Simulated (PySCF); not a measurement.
# [DyI2]+: other functionals and bases at one geometry

How far do other levels of theory move the description of [DyI2]+, and what does each cost? The species was built from a template and needn't be a known compound.

Computed with PySCF 2.14.0. Level: several levels, as the steps say, no spin–orbit coupling.

1 further run of the same task is left out (for a known fault of the program).

## Step 1: The system as given

3 atoms, charge 1, spin multiplicity 1.

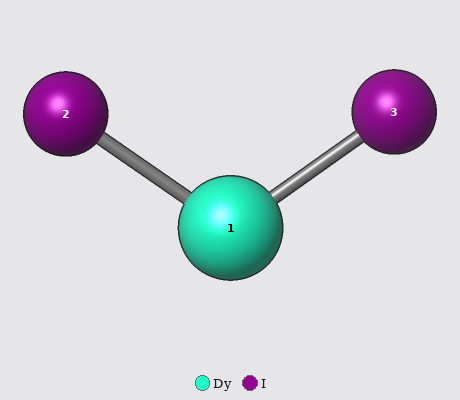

The geometry (dysprosium teal, iodine purple); atoms are numbered from 1 in the order of the file.

Geometry (Å):

```xyz
3
DyI2
Dy    0.0000    0.0000   -0.9717
I     2.2341    0.0000    0.5925
I    -2.2341    0.0000    0.5925
```

Formal oxidation states: Dy +3. Each metal's 9 4f electrons lie in its core potential, so multiplicities, spins and levels count the valence alone. An earlier session relaxed this geometry at PBE0, Dy lcecp-1-SVP with ECP55, I def2-SVP with ECP28 (singlet, point group C2v).

At PBE0 on the finer grid: E = -632.376013 Eh, HOMO -11.92 eV, LUMO -7.71 eV, Mulliken charge on Dy1 +1.09 e, largest force component 0.009 eV/Å. 

Levels to run: HF; TPSSh; PBE0, TZVP. Hardware: 2 threads of Arm Neoverse V2, shared host.

## Step 2: HF

Contents of run.py (the lines that set the calculation):

```python
mol = gto.M(atom='''
Dy     0.00000     0.00000    -0.97173
I      2.23408     0.00000     0.59252
I     -2.23408     0.00000     0.59252''',
    basis={'Dy': 'lcecp-1-SVP', 'I': 'def2-SVP'},
    ecp={'Dy': 'lcecp-1-SVP', 'I': 'def2-SVP'},
    charge=1, spin=0)
mf = scf.RHF(mol)
mf = mf.density_fit()  # fitting sets: Dy AutoAux, I def2-universal-JKFIT
mf.conv_tol = 1e-08; mf.max_cycle = 55
mf.kernel(dm0)  # dm0: the density of the relaxed state
```

Launch:

```sh
> OMP_NUM_THREADS=2 python run.py
```

Standard output:

```text
init E= -629.840986748505
  HOMO = -0.512830393459217  LUMO = -0.178722438356357  gap/eV = 9.09154
cycle= 1 E= -629.85856236334  delta_E= -0.0176  |g|= 0.0806  |ddm|= 0.63
  HOMO = -0.515141733107455  LUMO = -0.208600144251174  gap/eV = 8.34142
cycle= 2 E= -629.860291880583  delta_E= -0.00173  |g|= 0.04  |ddm|= 0.229
  HOMO = -0.518331135132482  LUMO = -0.199897815877937  gap/eV = 8.66501
cycle= 3 E= -629.860951126241  delta_E= -0.000659  |g|= 0.00975  |ddm|= 0.0747
  HOMO = -0.51857494668119  LUMO = -0.201846692954663  gap/eV = 8.61861
cycle= 4 E= -629.860998720217  delta_E= -4.76e-05  |g|= 0.00129  |ddm|= 0.0275
  HOMO = -0.518586894149854  LUMO = -0.202071229032761  gap/eV = 8.61283
cycle= 5 E= -629.861000757033  delta_E= -2.04e-06  |g|= 0.000461  |ddm|= 0.00522
  HOMO = -0.518601889266126  LUMO = -0.202011117357723  gap/eV = 8.61487
cycle= 6 E= -629.861001079819  delta_E= -3.23e-07  |g|= 0.000117  |ddm|= 0.00232
  HOMO = -0.518594948255438  LUMO = -0.202014745435857  gap/eV = 8.61459
cycle= 7 E= -629.86100109859  delta_E= -1.88e-08  |g|= 4.05e-05  |ddm|= 0.000486
  HOMO = -0.518597765068654  LUMO = -0.20201684737106  gap/eV = 8.61461
cycle= 8 E= -629.861001100817  delta_E= -2.23e-09  |g|= 1.06e-05  |ddm|= 0.000175
  HOMO = -0.518596205007177  LUMO = -0.202016335724648  gap/eV = 8.61458
Extra cycle  E= -629.861001100954  delta_E= -1.37e-10  |g|= 5.21e-06  |ddm|= 3.08e-05
converged SCF energy = -629.861001100954
```

Wall time 3.3 s (2 threads of Arm Neoverse V2, shared host).

Read off: E = -629.861001 Eh, HOMO -14.11 eV, LUMO -5.50 eV, Mulliken charge on Dy1 +1.40 e, largest force component 0.595 eV/Å. 

## Step 3: TPSSh

run.py (the lines that set the calculation), as its differences from that of step 2:

```diff
@@ -7,3 +7,4 @@
     charge=1, spin=0)
-mf = scf.RHF(mol)
+mf = dft.RKS(mol, xc='TPSSH')
+mf.grids.atom_grid = (75, 302)  # f atoms: unpruned, at least (60, 302)
 mf = mf.density_fit()  # fitting sets: Dy AutoAux, I def2-universal-JKFIT
```

Launch:

```sh
> OMP_NUM_THREADS=2 python run.py
```

Standard output:

```text
init E= -632.173104159602
  HOMO = -0.4169225993109  LUMO = -0.293338853151797  gap/eV = 3.36289
cycle= 1 E= -632.173374950846  delta_E= -0.000271  |g|= 0.0302  |ddm|= 0.11
  HOMO = -0.420185156449794  LUMO = -0.28744777675975  gap/eV = 3.61197
cycle= 2 E= -632.172358695172  delta_E= 0.00102  |g|= 0.0552  |ddm|= 0.132
  HOMO = -0.417696201617148  LUMO = -0.292720047044276  gap/eV = 3.40077
cycle= 3 E= -632.173538077805  delta_E= -0.00118  |g|= 0.0126  |ddm|= 0.11
  HOMO = -0.417519289328239  LUMO = -0.29148306704411  gap/eV = 3.42962
cycle= 4 E= -632.173608659023  delta_E= -7.06e-05  |g|= 0.00116  |ddm|= 0.0196
  HOMO = -0.417672993984774  LUMO = -0.291485597664491  gap/eV = 3.43373
cycle= 5 E= -632.173609116039  delta_E= -4.57e-07  |g|= 0.000181  |ddm|= 0.00187
  HOMO = -0.417682141750562  LUMO = -0.291489268956161  gap/eV = 3.43388
cycle= 6 E= -632.173609125543  delta_E= -9.5e-09  |g|= 3.5e-05  |ddm|= 0.000255
  HOMO = -0.417683027827394  LUMO = -0.291480176005496  gap/eV = 3.43415
Extra cycle  E= -632.173609123871  delta_E= 1.67e-09  |g|= 7.06e-05  |ddm|= 0.000167
converged SCF energy = -632.173609123871
```

Wall time 5.3 s (2 threads of Arm Neoverse V2, shared host).

Read off: E = -632.173609 Eh, HOMO -11.37 eV, LUMO -7.93 eV, Mulliken charge on Dy1 +1.11 e, largest force component 0.202 eV/Å. 

## Step 4: PBE0, TZVP

Basis: Dy lcecp-1-TZVP with ECP55, I def2-TZVP with ECP28. 

Contents of run.py (the lines that set the calculation):

```python
mol = gto.M(atom='''
Dy     0.00000     0.00000    -0.97173
I      2.23408     0.00000     0.59252
I     -2.23408     0.00000     0.59252''',
    basis={'Dy': 'lcecp-1-TZVP', 'I': 'def2-TZVP'},
    ecp={'Dy': 'lcecp-1-TZVP', 'I': 'def2-TZVP'},
    charge=1, spin=0)
mf = dft.RKS(mol, xc='PBE0')
mf.grids.atom_grid = (75, 302)  # f atoms: unpruned, at least (60, 302)
mf = mf.density_fit()  # fitting sets: Dy AutoAux, I def2-universal-JKFIT
mf.conv_tol = 1e-08; mf.max_cycle = 55
mf.kernel(dm0)  # dm0: free metal ions and neutral atoms
```

Launch:

```sh
> OMP_NUM_THREADS=2 python run.py
```

Standard output:

```text
init E= -632.237206179637
  HOMO = -0.484667233567418  LUMO = -0.311059876968406  gap/eV = 4.72410
cycle= 1 E= -632.350481408612  delta_E= -0.113  |g|= 0.444  |ddm|= 2.03
  HOMO = -0.394702523191187  LUMO = -0.299566385116182  gap/eV = 2.58879
cycle= 2 E= -632.317459838894  delta_E= 0.033  |g|= 0.561  |ddm|=  1.2
  HOMO = -0.434821958747935  LUMO = -0.264952058956874  gap/eV = 4.62240
cycle= 3 E= -632.388702865348  delta_E= -0.0712  |g|= 0.183  |ddm|= 0.784
  HOMO = -0.432822536623106  LUMO = -0.28182076129274  gap/eV = 4.10897
cycle= 4 E= -632.397287141235  delta_E= -0.00858  |g|= 0.0338  |ddm|= 0.216
  HOMO = -0.435860730052194  LUMO = -0.279299149708237  gap/eV = 4.26026
cycle= 5 E= -632.397666781059  delta_E= -0.00038  |g|= 0.00843  |ddm|= 0.0497
  HOMO = -0.435741823564824  LUMO = -0.279206536787559  gap/eV = 4.25954
cycle= 6 E= -632.39767758588  delta_E= -1.08e-05  |g|= 0.00124  |ddm|= 0.00623
  HOMO = -0.435605977930257  LUMO = -0.279015553936421  gap/eV = 4.26104
cycle= 7 E= -632.397677858042  delta_E= -2.72e-07  |g|= 0.000439  |ddm|= 0.00189
  HOMO = -0.435606817110892  LUMO = -0.27906434349784  gap/eV = 4.25974
cycle= 8 E= -632.397677926701  delta_E= -6.87e-08  |g|= 6.15e-05  |ddm|= 0.000499
  HOMO = -0.435605537816865  LUMO = -0.279068816902511  gap/eV = 4.25958
cycle= 9 E= -632.397677928846  delta_E= -2.14e-09  |g|= 1.44e-05  |ddm|= 0.000166
  HOMO = -0.435605445701515  LUMO = -0.279064877322446  gap/eV = 4.25969
Extra cycle  E= -632.397677928675  delta_E= 1.71e-10  |g|= 2.93e-05  |ddm|= 4.83e-05
converged SCF energy = -632.397677928675
```

Run time: 12 s. Hardware: 2 threads of Arm Neoverse V2, shared host.

Read off: E = -632.397678 Eh, HOMO -11.85 eV, LUMO -7.59 eV, Mulliken charge on Dy1 +1.36 e, largest force component 0.054 eV/Å. 

## Step 5: All levels side by side

| level | state | HOMO (eV) | gap (eV) | charge on Dy1 (e) | dipole (D) | largest force (eV/Å) | basis functions | time |
| --- | --- | --- | --- | --- | --- | --- | --- | --- |
| PBE0 (relaxed here) | singlet | -11.92 | 4.21 | 1.09 | 7.30 | 0.01 | 85 | 9.7 s |
| HF | singlet | -14.11 | 8.61 | 1.40 | 8.87 | 0.59 | 85 | 3.3 s |
| TPSSh | singlet | -11.37 | 3.43 | 1.11 | 7.24 | 0.20 | 85 | 5.3 s |
| PBE0, TZVP | singlet | -11.85 | 4.26 | 1.36 | 7.07 | 0.05 | 147 | 12 s |

Times are on 2 threads of Arm Neoverse V2, shared host; the first row also made further properties. The dipole of a charged species depends on the origin, so these sizes hold for this origin alone.

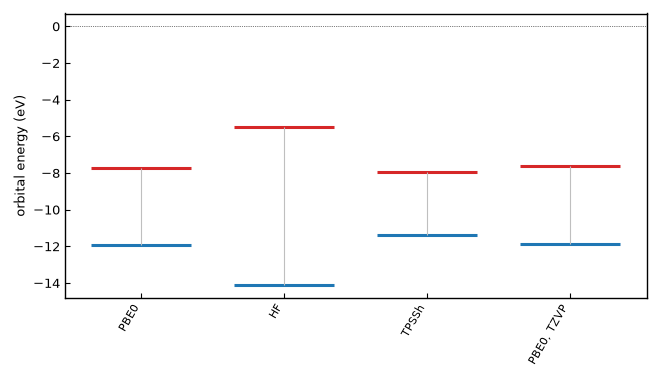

Highest filled and lowest empty level, method by method.

In one basis the HOMO–LUMO gap runs from 3.43 eV (TPSSh) to 8.61 eV (HF). The largest leftover force, 0.59 eV/Å with HF, stands at a geometry relaxed at another level. The Mulliken charge on Dy spans +1.09 to +1.40 e over the levels. With 4f in the core, its levels are missing from HOMO and gap. Total energies of different levels can't be compared. Spin–orbit coupling is left out throughout.
